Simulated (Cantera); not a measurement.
A closed system holds: 1 mol Pb, 9.7 mol CO, 170 mol H2, equilibrated at 0.930 bar.

Equilibrium computed with Cantera from the NASA thermochemical tables; the gas is ideal and each condensed phase is pure. Candidate condensed phases: C, C6H6, C7H8, C8H18, H2O, Pb, PbO, PbO2, Pb3O4; 113 gas species. Rates play no part.

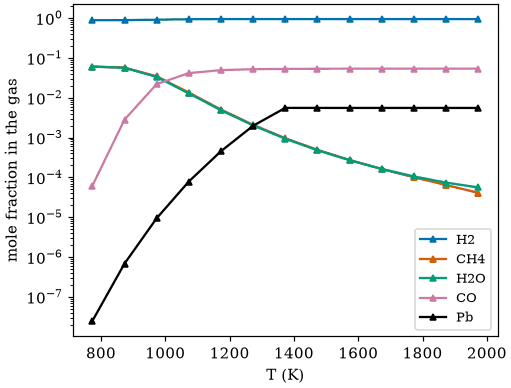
Equilibrium gas composition (values under 1e-9 drawn at 1e-9)

Read off the mole fractions at 1373 K.

H2 about 0.94, CO about 0.053, Pb about 0.0055, CH4 about 0.00096, H2O about 0.00093.
